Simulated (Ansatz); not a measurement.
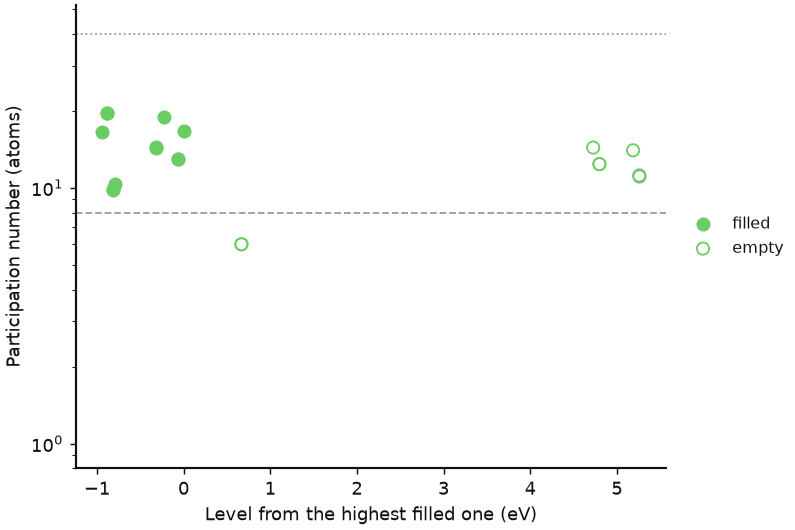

Write a caption with the findings.

Levels near the gap of a 40-atom cell against the number of atoms over which each spreads (dotted: all atoms; dashed: a fifth of them). Host KTaO₃ with Cu on a site of Ta. System: K$_{8}$CuTa$_{7}$O$_{24}$ (defect cell), 40 atoms in the cell. Ansatz; DFT, HSE06, PAW, plane waves, one k point, (0.25, 0.25, 0.25).

2 of the 20 levels shown spread over less than a fifth of the cell: 0.67 eV (empty, over about 6 atoms, mostly O) and 0.67 eV (empty, over about 6 atoms, mostly O). The lowest empty level lies 0.67 eV above the highest filled one.

One k point in a finite cell, so levels carry errors of tenths of an eV.
